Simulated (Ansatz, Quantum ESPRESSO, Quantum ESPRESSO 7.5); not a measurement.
# Band edges of honeycomb PN, 1 layer under strain

Wanted: deformation of the bands of honeycomb PN, 1 layer, driven from Python.

Main program and level: Quantum ESPRESSO 7.5; plane-wave DFT, PBE, GBRV ultrasoft pseudopotentials (geometry by Ansatz 0.2.0 with PAW datasets; geometry under PBE).

## 1. The starting structure

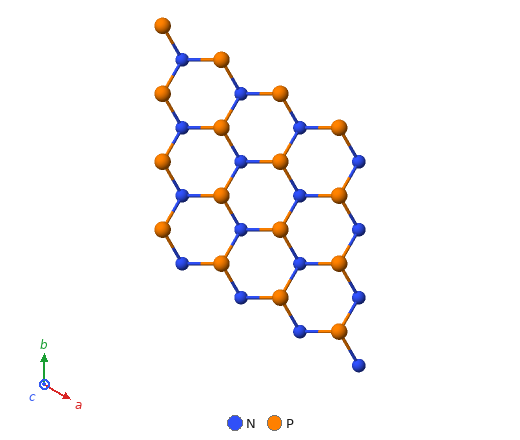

The starting structure, seen from above (nitrogen blue, phosphorus orange). 4×4×1 cells are drawn.

The cell holds 2 atoms: 1 N and 1 P. Cell: a = 2.730 Å, b = 2.730 Å, c = 15.860 Å, α = 90.0°, β = 90.0°, γ = 120.0°. It derives from PN. Vacuum lies along c.

This sheet is a model structure: its symmetry is held, and its stability is not tested here.

## 2. Geometry from Ansatz

A relaxation in Ansatz fixes the structure of this slab for the runs on it.

input.yaml

```yaml
crystal:
  lattice:
    - [2.73, 0.0, 0.0]
    - [-1.365, 2.3642493523, 0.0]
    - [0.0, 0.0, 15.86]
  atoms:
    - { symbol: "N", position: [0.6666666667, 0.3333333333, 0.472887768] }
    - { symbol: P, position: [0.3333333333, 0.6666666667, 0.527112232] }
kpoints:
  mp_grid: { grid: [12, 12, 1] }
hamiltonian:
  xc: pbe
scf:
  occupations: { method: fermi_dirac, width: 0.05 }
  convergence: { dr2_threshold: 1.0e-08 }
efield:
  axis: 3
  dipole_correction: true
  ramp_position: 0.97
  ramp_width: 0.04
relax:
  f_tol: 0.01
  cell: { fix: [c, alpha, beta] }
output:
  write_potential: true
  write_density: true
  volumetric_format: npy
```

Launch:

```sh
ansatz run input.yaml --threads 2 --pin off --max-ram 4096MiB --backend cpu --events-out ev --progress --plain --runs-dir out
```

Numbers of over 12 decimals in the logs are rounded to 6 here.

Output:

```text
Warning: relax.cell: scf.convergence.dr2_threshold = 1e-8 eV is looser than the 2e-10 eV advised for a relaxation that steers and ends on the stress (1e-10 eV for each atom of the cell: 2). What an SCF threshold leaves in a stress goes as its square root, and in the free energy as the threshold itself, and one threshold admits the most on a small cell: [figures from the program's tests cut] Set scf.convergence.dr2_threshold to 2e-10 eV or tighter. The threshold is an SCF's pass mark: one that does not reach it within its budget of iterations ends unconverged, or closes short of it on a stop that the run arms, and scf.convergence.dr2_threshold's page says what that costs each kind of run
Engine: ansatz 0.2.0, aarch64-unknown-linux-gnu
Pseudopotentials: kind: paw
Pseudopotential: N, paw, valence charge 5, recommended cutoff 420 eV (normal), N.paw.azcp
Pseudopotential: P, paw, valence charge 5, recommended cutoff 420 eV (normal), P.paw.azcp
Functional definition: PBE
  parameter kappa = 0.804
  parameter beta = 0.066725
  exchange = pbe_x(kappa = kappa, mu = beta*pi^2/3)
  correlation = pbe_c(beta = beta)
Crystal: 2 atoms, lattice volume = 102.367 Å³
Basis set: ecut = 420 eV, 1991 PW (Γ), exchange–correlation on 40×40×216 points (8 copies of the dense FFT grid, shifted against one another)
Bands: 9, of which v1, the nominal top of the filled ones, is band 5 counted from 1 (4 counted from 0)
Symmetry: 6 space group operations
Space group: P3m1 (ITA 156), of the structure as read, at distance tolerance 4.7e-5 Å
k-points: 19 of 144 (time reversal used)
Non-local potential: N, projectors of the file, l = 0: 2, l = 1: 2, l = 2: 1
Non-local potential: P, projectors of the file, l = 0: 2, l = 1: 2, l = 2: 2
PAW form: soft (Blöchl's): semilocal exchange-correlation on the pseudo side does not see the compensation charge
PAW one-centre angular grid: N, 110 points (default); XC on 64 Gauss nodes
PAW one-centre angular grid: P, 110 points (default); XC on 64 Gauss nodes
Initial density: superposition of atomic densities (neutral atoms: chi_scale 0, normalization atom), corrected by the library's trained network
Initial wavefunctions: pseudopotential atomic-orbital guess
Functional: x = pbe(κ = 0.804, μ = 0.219515), c = pbe(β = 0.066725)
SCF iter   1: F=—  HF=-1139.084248 eV  |F-HF|=—  |Δ(HF+E_count)|=         —  Δρ=5.55e-3  dr2=5.08e-2  ethr=1.77e-3  p=0.050 e·Å  D=8.76e-2 V/Å  ΔV_dip=-1.39 eV  dr2_dipole=8.21e-3  V_vac-E_F(+/−)=5.17/6.55 eV  ⟨swp⟩=8.6  Hψ=1840  notcnv=0
efield: sawtooth ramp at fractional position 0.9700 (set: `efield.ramp_position`, or a place that a band, a saddle search or an elastic batch's reference lends), width 0.0400; the density the first Hamiltonian is built on has a dipole p = 0.050 e·Å; the dipole correction subtracts the counter field D = 8.76e-2 V/Å, which shifts the + side's vacuum level by -1.39 eV against the − side's; the planar-averaged density in the ramp window peaks in size at 1.7e-4 e/Å³
preconditioner: auto → none  [insulator: Δε(μ)=1.847 eV  Ē_g=13.860 eV  σ=0.050 eV  W_gap=1.00  n_scr=8 (ndim 8)  ℏωp=11.6 eV  f_vac=0.694  D(μ)=0.00/eV (n_scr^D=0)  ε∞_Penn≈1.7]
SCF iter   2: F=—  HF=-1139.095617 eV  |F-HF|=—  |Δ(HF+E_count)|=   1.14e-2  Δρ=6.58e-3  dr2=1.10e-1  ethr=5.08e-4  p=0.001 e·Å  D=2.41e-3 V/Å  ΔV_dip=-0.04 eV  dr2_dipole=1.56e-2  V_vac-E_F(+/−)=6.08/6.12 eV  ⟨swp⟩=4.1  Hψ=547  notcnv=0
SCF iter   3: F=—  HF=-1139.074310 eV  |F-HF|=—  |Δ(HF+E_count)|=   2.13e-2  Δρ=2.05e-3  dr2=4.04e-3  ethr=5.08e-4  p=0.024 e·Å  D=4.22e-2 V/Å  ΔV_dip=-0.67 eV  dr2_dipole=1.90e-4  V_vac-E_F(+/−)=5.71/6.38 eV  ⟨swp⟩=3.1  Hψ=374  notcnv=0
SCF iter   4: F=—  HF=-1139.074554 eV  |F-HF|=—  |Δ(HF+E_count)|=   2.44e-4  Δρ=4.69e-4  dr2=1.53e-4  ethr=4.04e-5  p=0.025 e·Å  D=4.35e-2 V/Å  ΔV_dip=-0.69 eV  dr2_dipole=5.61e-6  V_vac-E_F(+/−)=5.72/6.41 eV  ⟨swp⟩=2.9  Hψ=346  notcnv=0
SCF iter   5: F=—  HF=-1139.074668 eV  |F-HF|=—  |Δ(HF+E_count)|=   1.14e-4  Δρ=1.39e-4  dr2=2.04e-5  ethr=1.53e-6  p=0.024 e·Å  D=4.26e-2 V/Å  ΔV_dip=-0.67 eV  dr2_dipole=9.29e-7  V_vac-E_F(+/−)=5.74/6.41 eV  ⟨swp⟩=2.4  Hψ=340  notcnv=0
SCF iter   6: F=—  HF=-1139.074664 eV  |F-HF|=—  |Δ(HF+E_count)|=   4.21e-6  Δρ=3.28e-5  dr2=1.51e-6  ethr=2.04e-7  p=0.024 e·Å  D=4.25e-2 V/Å  ΔV_dip=-0.67 eV  dr2_dipole=2.51e-7  V_vac-E_F(+/−)=5.74/6.41 eV  ⟨swp⟩=2.5  Hψ=267  notcnv=0
SCF iter   7: F=—  HF=-1139.074666 eV  |F-HF|=—  |Δ(HF+E_count)|=   2.63e-6  Δρ=7.66e-6  dr2=8.09e-8  ethr=1.51e-8  p=0.024 e·Å  D=4.28e-2 V/Å  ΔV_dip=-0.68 eV  dr2_dipole=8.44e-9  V_vac-E_F(+/−)=5.73/6.41 eV  ⟨swp⟩=2.7  Hψ=263  notcnv=0
SCF iter   8: F=-1139.074666 eV  HF=-1139.074666 eV  |F-HF|=3.47e-9  |Δ(HF+E_count)|=   5.10e-8  Δρ=1.07e-6  dr2=6.44e-10  ethr=1.00e-10  p=0.024 e·Å  D=4.27e-2 V/Å  ΔV_dip=-0.68 eV  dr2_dipole=1.34e-12  V_vac-E_F(+/−)=5.73/6.41 eV  ⟨swp⟩=11.2  Hψ=1142  notcnv=0
SCF 1 converged in 8 iterations: F = -1139.074666 eV  dr2 = 6.44e-10
  greatest PAW one-centre occupation: 0.811 electrons in one spin orbital (limit 2), on the N atom at site 0 (counted from 0), in its partial waves of l = 0
relax step   1: F+E_penalty+E_count = -1139.07466634 eV  Δ(F+E_penalty+E_count) = +0.000e0 eV  max|allowed force component| = 1.397e-1 eV/Å  Δτ_max = 0.0000 Å  P = +0.046 GPa  Ω = 102.367 Å³  fix = [c, alpha, beta]  reactions: c +0.177 GPa  (8 SCF iters, accepted)
Crystal: 2 atoms, lattice volume = 102.070 Å³
Initial density: handed on by an earlier stage of this run
Initial wavefunctions: those handed on with the density
iter 1 solved again at ethr=3.01e-6 eV; its pass at ethr=3.10e-3 eV (dr2=3.01e-4 eV) is discarded
SCF iter   1: F=—  HF=-1139.075396 eV  |F-HF|=—  |Δ(HF+E_count)|=         —  Δρ=3.97e-4  dr2=3.15e-4  ethr=3.01e-6  p=0.024 e·Å  D=4.27e-2 V/Å  ΔV_dip=-0.68 eV  dr2_dipole=4.66e-5  V_vac-E_F(+/−)=5.75/6.42 eV  ⟨swp⟩=2.6  Hψ=1610  notcnv=0
efield: sawtooth ramp at fractional position 0.9700 (set: `efield.ramp_position`, or a place that a band, a saddle search or an elastic batch's reference lends), width 0.0400; the density the first Hamiltonian is built on has a dipole p = 0.024 e·Å; the dipole correction subtracts the counter field D = 4.27e-2 V/Å, which shifts the + side's vacuum level by -0.68 eV against the − side's; the planar-averaged density in the ramp window peaks in size at 8.0e-7 e/Å³
preconditioner: auto → none  [insulator: Δε(μ)=1.820 eV  Ē_g=14.019 eV  σ=0.050 eV  W_gap=1.00  n_scr=8 (ndim 8)  ℏωp=11.6 eV  f_vac=0.694  D(μ)=0.00/eV (n_scr^D=0)  ε∞_Penn≈1.7]
[...]
preconditioner: auto → none  [insulator: Δε(μ)=1.824 eV  Ē_g=14.002 eV  σ=0.050 eV  W_gap=1.00  n_scr=8 (ndim 8)  ℏωp=11.6 eV  f_vac=0.694  D(μ)=0.00/eV (n_scr^D=0)  ε∞_Penn≈1.7]
SCF iter   2: F=—  HF=-1139.075291 eV  |F-HF|=—  |Δ(HF+E_count)|=   1.01e-5  Δρ=6.24e-5  dr2=7.93e-6  ethr=9.98e-8  p=0.026 e·Å  D=4.53e-2 V/Å  ΔV_dip=-0.72 eV  dr2_dipole=1.02e-6  V_vac-E_F(+/−)=5.72/6.44 eV  ⟨swp⟩=2.0  Hψ=259  notcnv=0
SCF iter   3: F=—  HF=-1139.075289 eV  |F-HF|=—  |Δ(HF+E_count)|=   1.16e-6  Δρ=2.88e-5  dr2=1.82e-6  ethr=7.93e-8  p=0.026 e·Å  D=4.58e-2 V/Å  ΔV_dip=-0.73 eV  dr2_dipole=2.48e-7  V_vac-E_F(+/−)=5.71/6.44 eV  ⟨swp⟩=2.5  Hψ=237  notcnv=0
SCF iter   4: F=—  HF=-1139.075289 eV  |F-HF|=—  |Δ(HF+E_count)|=   3.03e-7  Δρ=1.10e-5  dr2=1.52e-7  ethr=1.82e-8  p=0.026 e·Å  D=4.57e-2 V/Å  ΔV_dip=-0.72 eV  dr2_dipole=1.63e-8  V_vac-E_F(+/−)=5.72/6.44 eV  ⟨swp⟩=1.7  Hψ=197  notcnv=0
SCF iter   5: F=-1139.075289 eV  HF=-1139.075289 eV  |F-HF|=2.10e-9  |Δ(HF+E_count)|=   8.53e-9  Δρ=2.11e-6  dr2=4.45e-9  ethr=1.00e-10  p=0.026 e·Å  D=4.56e-2 V/Å  ΔV_dip=-0.72 eV  dr2_dipole=3.61e-10  V_vac-E_F(+/−)=5.72/6.44 eV  ⟨swp⟩=8.9  Hψ=1200  notcnv=0
SCF 3 converged in 5 iterations: F = -1139.075289 eV  dr2 = 4.45e-9
relax step   3: F+E_penalty+E_count = -1139.07528916 eV  Δ(F+E_penalty+E_count) = +6.302e-7 eV  max|allowed force component| = 1.417e-2 eV/Å  Δτ_max = 0.0002 Å  P = +0.035 GPa  Ω = 102.139 Å³  energy of the carried Pulay correction = +1.310e-4 eV  fix = [c, alpha, beta]  reactions: c +0.010 GPa  (5 SCF iters, accepted)
[...]
relax step   4: F+E_penalty+E_count = -1139.07525939 eV  Δ(F+E_penalty+E_count) = +2.977e-5 eV  max|allowed force component| = 7.924e-5 eV/Å  Δτ_max = 0.0002 Å  P = -0.003 GPa  Ω = 102.216 Å³  energy of the carried Pulay correction = +8.638e-5 eV  fix = [c, alpha, beta]  reactions: c -0.009 GPa  (5 SCF iters, accepted)
Initial wavefunctions: pseudopotential atomic-orbital guess (no wavefunctions were taken with the density)
iter 1 solved again at ethr=1.42e-6 eV; its pass at ethr=3.10e-3 eV (dr2=1.42e-4 eV) is discarded
SCF iter   1: F=—  HF=-1139.075213 eV  |F-HF|=—  |Δ(HF+E_count)|=         —  Δρ=4.25e-6  dr2=1.70e-8  ethr=1.42e-6  p=0.026 e·Å  D=4.59e-2 V/Å  ΔV_dip=-0.73 eV  dr2_dipole=1.22e-9  V_vac-E_F(+/−)=5.71/6.44 eV  ⟨swp⟩=3.4  Hψ=2364  notcnv=0
efield: sawtooth ramp at fractional position 0.9700 (set: `efield.ramp_position`, or a place that a band, a saddle search or an elastic batch's reference lends), width 0.0400; the density the first Hamiltonian is built on has a dipole p = 0.026 e·Å; the dipole correction subtracts the counter field D = 4.59e-2 V/Å, which shifts the + side's vacuum level by -0.73 eV against the − side's; the planar-averaged density in the ramp window peaks in size at 7.6e-7 e/Å³
eigensolver tolerance schedule: the retry pair's looser diagonalisation over-reported the residual by 8383.95 of it (diagonalisation noise at an unbounded share of the residual, at the tolerance the schedule requests for it); recorded, not acted on — ethr = c·dr2/N_el stays at c = 1.0e-1
preconditioner: auto → none  [insulator: Δε(μ)=1.823 eV  Ē_g=13.992 eV  σ=0.050 eV  W_gap=1.00  n_scr=8 (ndim 8)  ℏωp=11.6 eV  f_vac=0.694  D(μ)=0.00/eV (n_scr^D=0)  ε∞_Penn≈1.7]
SCF iter   2: F=—  HF=-1139.075206 eV  |F-HF|=—  |Δ(HF+E_count)|=   7.70e-6  Δρ=5.88e-6  dr2=6.70e-8  ethr=1.70e-10  p=0.026 e·Å  D=4.58e-2 V/Å  ΔV_dip=-0.73 eV  dr2_dipole=8.28e-9  V_vac-E_F(+/−)=5.71/6.44 eV  ⟨swp⟩=4.3  Hψ=434  notcnv=0
SCF iter   3: F=-1139.075206 eV  HF=-1139.075206 eV  |F-HF|=4.73e-10  |Δ(HF+E_count)|=   1.21e-8  Δρ=1.61e-6  dr2=1.04e-9  ethr=1.00e-10  p=0.026 e·Å  D=4.59e-2 V/Å  ΔV_dip=-0.73 eV  dr2_dipole=1.05e-11  V_vac-E_F(+/−)=5.71/6.44 eV  ⟨swp⟩=10.7  Hψ=1576  notcnv=0
SCF 5 converged in 3 iterations: F = -1139.075206 eV  dr2 = 1.04e-9
relax step   5: F+E_penalty+E_count = -1139.07520561 eV  Δ(F+E_penalty+E_count) = +5.378e-5 eV  max|allowed force component| = 3.538e-5 eV/Å  Δτ_max = 0.0000 Å  P = -0.004 GPa  Ω = 102.216 Å³  fix = [c, alpha, beta]  reactions: c -0.001 GPa  stress off target by 6.10e-3 GPa on what of the cell is left free  SCF on the basis re-selected at this cell (its energy is not comparable with the rows above)  (3 SCF iters)
basis re-selected at this cell: Δ(F+E_penalty+E_count) = +5.378e-5 eV, ΔP = -0.001 GPa vs the last step (what re-selecting the basis moved, of the pressure what is left beyond the Pulay correction that the steps carried, after the strain that the cell walked since its last selection, with what the two solves' SCF thresholds leave and, on support functions, any second-order correction that the steps lacked; it is no m [...]
WARN: The output density's exchange-correlation potential varies sharply where the density is thin. Do not read a vacuum level from v_tot or v_xc, or from such a field of the output density. On a cell that repeats whose density bears no net charge and no dipole along the vacuum's axis use v_es (v_loc + v_h of the components); under efield.dipole_correction with no amplitude use v_es + v_field, which holds any externa [...]
SCF converged after 3 iterations
Free energy (F): -1139.075206 eV
Harris-Foulkes:  -1139.075206 eV  (|F-HF|=4.73e-10)
Internal energy: -1139.075206 eV  (E = F + TS)
E sigma→0 (E₀):  -1139.075206 eV
Fermi energy:    -2.643188 eV
Dipole field:    D = 0.045872 V/Å  (p = 0.025912 e·Å, saw-weighted, corrected)
Work function:   Φ+ = 5.7142 eV   Φ− = 6.4417 eV
Levels:          The Fermi level and band energies are counted from a zero that moves with the ramp; work functions are not
--- Per-component energies (eV) ---
  E_band       = -108.856544
  E_kinetic    = 202.547980
  E_local      = -2935.207032  (includes V_loc(G=0)·N_el)
  E_nonlocal   = 78.943038
  E_hartree    = 1354.278094
  E_xc         = -121.846275
  E_vxc        = -137.487250  (∫ρ·V_xc dr)
  E_paw        = -696.104017  (= ΣΔE_a)
  E_vpaw       = -26.138376  (= ΣTr[D̂ρ^β])
  E_aug_tail   = 0.000093  (compensation charges beyond the density's cutoff)
  E_efield     = 0.000594  (sawtooth field / dipole correction)
  E_vefield    = -0.071564  (∫n·V_field dr)
  E_ewald      = 978.312319
  E_smearing   = -0.000000  (= −TS)
  E_closure    = -0.000000  (closes the sum)
  Σ components = -1139.075206   (vs F -1139.075206, Δ=0.00e0)
--- Forces (eV/Å), atoms counted from 1 ---
  atom   1  N      0.00000000     0.00000000    -0.00003787
  atom   2  P      0.00000000    -0.00000000     0.00003288
  max |Σ_I F_I| component: 4.99e-6 eV/Å
--- Stress (GPa, compression-positive) ---
       -0.006103       0.000000      -0.000000
       -0.000000      -0.006103      -0.000000
       -0.000000      -0.000000      -0.000746
  P = ⅓ Tr σ = -0.0043 GPa (-0.043 kbar)
--- Band table (eV; the first three rows and the last of 19) ---
  k-point 0: bands = ["-23.1646", "-11.4543", "-5.9670", "-5.9670", "-4.3532", "1.0711", "2.7609", "3.1719", "3.1719"]
  k-point 1: bands = ["-23.0229", "-11.3304", "-6.7556", "-6.1537", "-4.1960", "1.4994", "2.6591", "3.0706", "3.4124"]
  k-point 2: bands = ["-22.6043", "-11.0194", "-8.3767", "-6.6125", "-3.9286", "1.2194", "2.6981", "3.7853", "3.9234"]
  k-point 18: bands = ["-19.1042", "-14.1504", "-11.8683", "-6.4221", "-4.4548", "-1.2012", "2.4802", "6.2033", "8.4520"]
--- Relaxed structure (4 steps of the walk, 4 accepted, 1 SCFs on fresh bases) ---
  F+E_penalty+E_count = -1139.07520561 eV   max|allowed force component| = 3.538e-5 eV/Å   (the final SCF, on the basis selected at the relaxed cell)
  cell:  # Å, volume = 102.2164 Å³
    - [2.727994, 0, 0]
    - [-1.363997, 2.362512, 0]
    - [0, 0, 15.86]
  atoms:
    - { symbol: N, position: [0.666667, 0.333333, 0.472663] }
    - { symbol: P, position: [0.333333, 0.666667, 0.527337] }
```

It took 4.2 s on 2 threads of Arm Neoverse V2, shared host; peak memory 0.33 GiB; 8 s of CPU time.

Relaxation path:

| step | energy less that of the first step (eV) | largest force component (eV/Å) | pressure (GPa) | volume (Å³) |
| --- | --- | --- | --- | --- |
| 1 | 0.0000 | 0.1397 | 0.05 | 102.37 |
| 2 | -0.0006 | 0.0276 | 0.07 | 102.07 |
| 3 | -0.0006 | 0.0142 | 0.03 | 102.14 |
| 4 | -0.0006 | 0.0001 | 0.00 | 102.22 |
| 5* | -0.0005 | 0.0000 | 0.00 | 102.22 |

Relaxation steps marked * repeat the geometry before them on a plane-wave basis chosen anew for their cell, so energy and pressure can jump there.

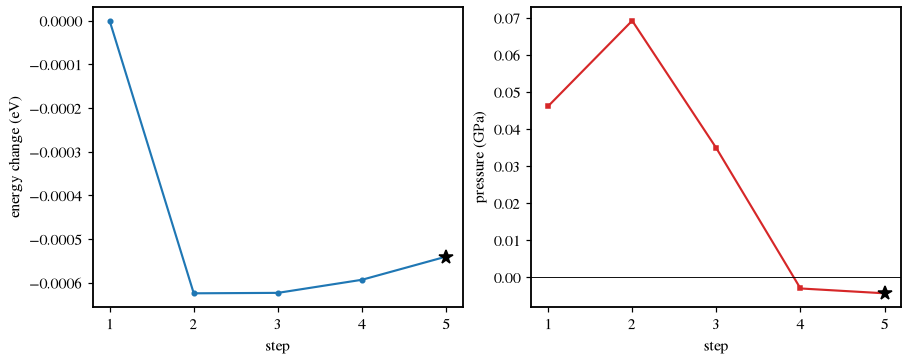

Energy and pressure along the relaxation. Stars mark steps on a basis chosen anew.

```csv
cell as run,before,after,change
a (Å),2.730,2.728,-0.1 %
b (Å),2.730,2.728,-0.1 %
```

The relaxed structure:

```xyz
2
Lattice="2.7280 0.0000 0.0000 -1.3640 2.3625 0.0000 0.0000 0.0000 15.8600" Properties=species:S:1:pos:R:3
N     1.3640    0.7875    7.4964
P     0.0000    1.5750    8.3636
```

This step gave:

| Quantity | Value |
| --- | --- |
| free energy | -1139.0752 eV |
| Fermi energy | -2.643 eV |
| gap by band count | 1.823 eV |
| symmetry operations | 6 |
| dipole along the normal | 0.02591 e·Å |
| vacuum level at the upper face over a Fermi level inside the gap | 5.714 eV |
| vacuum level at the lower face over a Fermi level inside the gap | 6.442 eV |

(Part 1 of 2 ends here.)

[Logs are printed without paths, hosts, clocks, repeated set-up lines and the standing remarks that a program may print on its own settings, such as how far it seeks lower states.]

[Hosts, paths, dates, database ids (printed as entryN), source tags and the programs' standing remarks are cut or masked in the printed files.]

[Maps of the electrostatic potential energy from Ansatz leave out the sawtooth potential of an applied field or a dipole correction, so their vacuum need not be flat; planar profiles and work functions include it.]
